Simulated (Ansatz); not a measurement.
**H3Si (charge +1): active-space calculation from a Python script**

The task is an active-space calculation, for H3Si (charge +1).

Computed with the Python package of Ansatz 0.2.0. Level of theory: CASSCF/def2-SVP.

## (1) The system

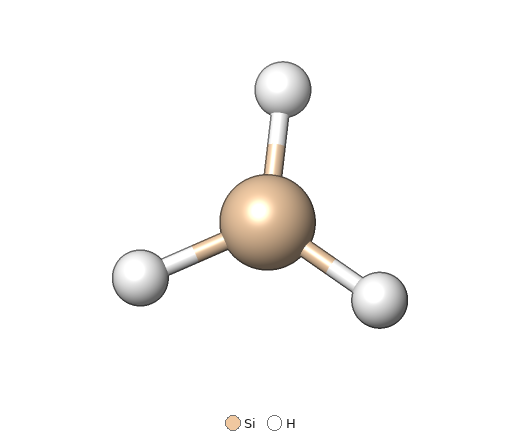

The starting structure, viewed from a chosen angle; silicon light orange, hydrogen white.

The script holds or builds the structure itself.

## (2) Script

h3si.py

```python
'''Static correlation in H3Si(+): natural occupations of an active space.'''

import ansatz as az

geometry = (
    az.Crystal.molecule()
    .atom('Si', (0.00831, -0.00063, -0.00475))
    .atom('H', (0.68079, 0.67248, 1.10921))
    .atom('H', (-0.12064, -1.45991, -0.00836))
    .atom('H', (-0.56846, 0.78806, -1.0961))
)

setup = (
    geometry.calculation()
    .basis(gaussian='def2-SVP')  # atom-centred Gaussian functions
    .charge(1)  # electrons removed from the neutral system
    .correlation(active_electrons=4, active_orbitals=4)  # correlation on top of the mean field
)
for method in [None]:
    report = (setup if method is None else setup.correlation(method)).run(threads=1, backend='cpu').report
    space = report['configurations']
    state = space['states'][0]
    print(method or 'casscf', f'total {report["free_energy_ev"] / 27.211386246:.6f} Ha, active-space state {state["energy"]["hartree"]:.6f} Ha, mean field {report["reference_energy_ev"] / 27.211386246:.6f} Ha')
    print('  determinants', state['n_determinants'], ' natural occupations', [round(n, 3) for n in space['natural_occupations']])
print('effectively unpaired electrons, sum of min(n, 2 - n):', round(sum(min(n, 2 - n) for n in space['natural_occupations']), 3))
```

## (3) What the engine is handed

The package turns the script's settings into the engine's input:

```yaml
crystal:
  periodic: [false, false, false]
  atoms:
    - { symbol: Si, position_ang: [0.00831, -0.00063, -0.00475] }
    - { symbol: H, position_ang: [0.68079, 0.67248, 1.10921] }
    - { symbol: H, position_ang: [-0.12064, -1.45991, -0.00836] }
    - { symbol: H, position_ang: [-0.56846, 0.78806, -1.0961] }
basis:
  gaussian:
    orbitals: def2-SVP
total_charge: 1.0
correlation:
  active_space:
    window:
      electrons: 4
      orbitals: 4
```

## (4) Launch

Launch:

```
$ python h3si.py
```

What it wrote:

```text
casscf total -290.283371 Ha, active-space state -290.283371 Ha, mean field -290.254616 Ha
  determinants 36  natural occupations [1.983, 1.976, 0.026, 0.015]
effectively unpaired electrons, sum of min(n, 2 - n): 0.083
```

Run time: 0.8 s. Hardware: 1 thread of Arm Neoverse V2, shared host; peak memory 0.13 GiB.

## (5) What the engine kept of the run

The report of the run holds:

| item | value |
| --- | --- |
| SCF cycles in all | 10 |
| orbitals | 33 |
| total energy (eV) | -7899.01292 |

## (6) What came out

| quantity | value |
| --- | --- |
| total energy | -7899.0129 eV |
| natural occupations | 1.983, 1.976, 0.026, 0.015 |

What this shows: The natural occupations stay near whole numbers, so one determinant describes the state well. The geometry is a force-field or estimated start, not a minimum of this method, and the basis set is short of its limit. The active space starts as a window about the frontier orbitals and is then optimised, not chosen by chemistry.
